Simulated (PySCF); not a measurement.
# CH3Br, SMILES `CBr`: electronic structure

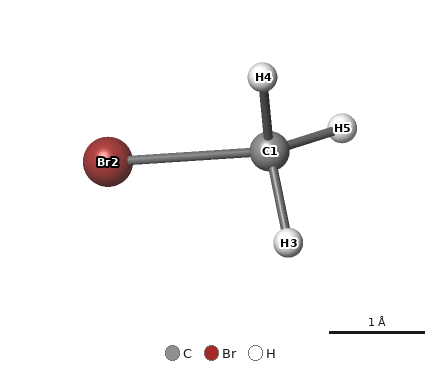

The molecule, with its atoms numbered as below. No frequency check shows the geometry to be a minimum.

Cartesian coordinates (Å):

```
C1       1.5183   -0.0000    0.0000
Br2     -0.4193    0.0000    0.0000
H3       1.8548   -1.0114    0.2035
H4       1.8548    0.6821    0.7740
H5       1.8548    0.3294   -0.9776
```

### 1. Bonding charge

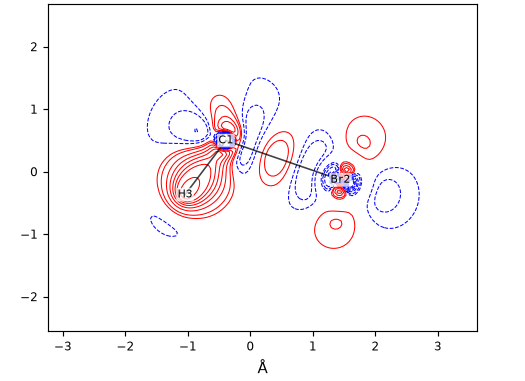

Deformation density (molecule less spherical, spin-averaged free atoms) in the plane of C1, Br2 and H3; contours at ±0.05 to ±0.8 e/Å³; solid red lines: gain, dashed blue lines: loss.

Computed with PySCF, PBE0/def2-TZVP, geometry: GFN2-xTB.

Question: How much density has each bond in this plane gained at its critical point, relative to the free atoms?

Answer: C1–H3: +0.77 e/Å³ at the bond critical point (bond length 1.08 Å, Mayer order 1.0). C1–Br2: +0.16 e/Å³ at the bond critical point (bond length 1.94 Å, Mayer order 1.1). In all, 1.1 electrons gather in the regions of gain relative to the promolecule.

Question: Where do the Hirshfeld charges lie?

Answer: The highest Hirshfeld charge is on H3, H4 and H5 (+0.06 e), the lowest on C1 (−0.10 e).

### 2. Bond critical points

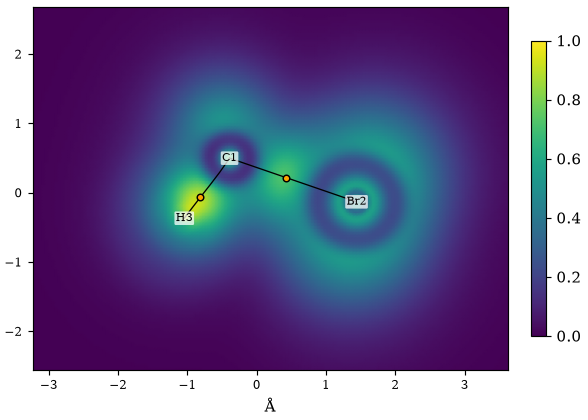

Localised orbital locator (LOL) in the plane of C1, Br2 and H3, with bond paths and bond critical points (dots).

Question: Rank the bonds in the plane by LOL at their critical points.

Answer: C1–H3: about 0.90; C1–Br2: about 0.71. Values above 0.5 mark slow, localised electrons, as in shared pairs; low values at a critical point mark a polar or closed-shell contact whose critical point lies between the shells.

Question: Where along C1–H3 does the critical point lie?

Answer: 0.71 Å from C1 and 0.38 Å from H3.

### 3. Local ionisation energy

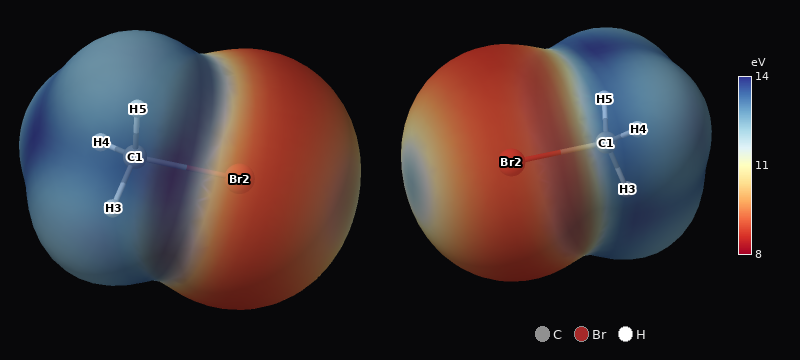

Average local ionisation energy on the surface of electron density 0.001 a.u. (back view left, front view right).

Question: Locate the minima of the map.

Answer: The lowest value is 8.7 eV, 2.3 Å from Br2, and at like points elsewhere. Further minima include 12.4 eV, 1.3 Å from H4, and at like points elsewhere. For comparison, the highest occupied orbital lies at −7.9 eV.

Question: What volume does the surface enclose, and what is the dipole moment?

Answer: About 71 Å³; the dipole moment is 1.9 D.

### 4. In an electric field

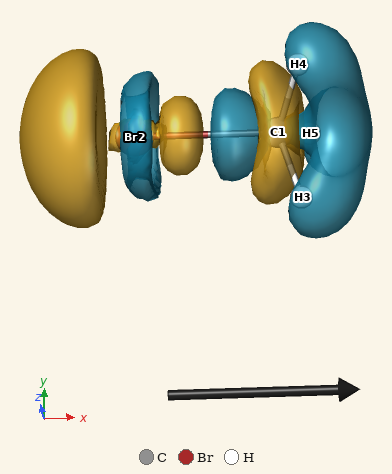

Change of the electron density in a uniform field of 0.21 V/Å along +x (arrow), surfaces at ±0.002 e/Å³ (yellow: gain, teal: loss).

Computed with PySCF, PBE0/def2-TZVP, geometry: GFN2-xTB. A basis without diffuse functions makes polarisabilities too small.

Question: What dipole is induced, and what polarisability does it imply?

Answer: The induced dipole is 0.42 D (along the field); α along this axis, from the fields in both directions, is 41 bohr³ (6.1 Å³).

Question: Which atoms gain and lose the most charge?

Answer: Electrons gather most on Br2 (Hirshfeld charge changes by −0.022 e) and leave C1 most (+0.007 e); 0.037 electrons are displaced in all.

The PySCF runs shown took 5.7 s and 12 s on 1 thread of Arm Neoverse V2, on a shared host.
